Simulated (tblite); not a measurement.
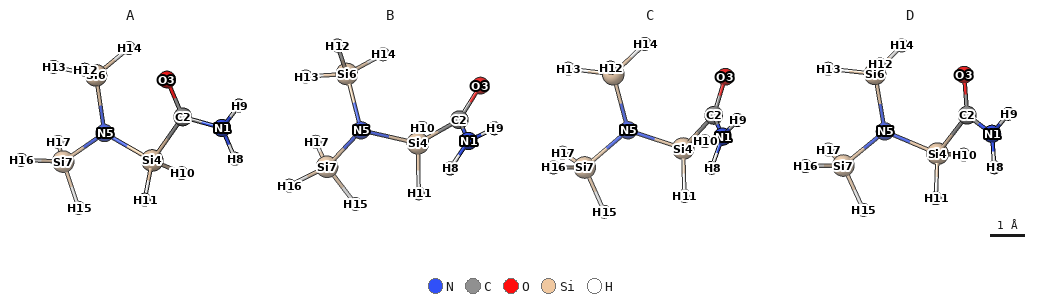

4 geometries from one relaxation of CH10N2OSi3, in shuffled order. The picture is a ball-and-stick view, seen from a free direction.

Computed with GFN2-xTB geometry optimisation, gas phase (tblite). 

Put them in the order of the run, from the start to the converged end.

B, C, D, A. They are steps 0, 42, 123, 165, at +1.444 eV, +0.142 eV, +0.093 eV relative to the last. After 165 geometry steps the energy has fallen by 1.444 eV. The largest move after the best rigid fit is that of O3, 1.75 Å. By element the largest moves are O 1.75 Å, H 1.66 Å, N 0.72 Å, Si 0.62 Å, C 0.55 Å. Near-neighbour distances that change, for instance: O3–Si6 4.093 → 2.483 Å, Si4–N5 1.810 → 1.709 Å, C2–Si4 1.808 → 1.903 Å, N1–C2 1.423 → 1.344 Å. Bond angles that change, for instance: Si4–N5–Si7 104.4° → 119.6°, H12–Si6–H14 110.5° → 123.8°, Si6–N5–Si7 106.3° → 118.6°. Groups turn about C2–Si4 by about 100°.
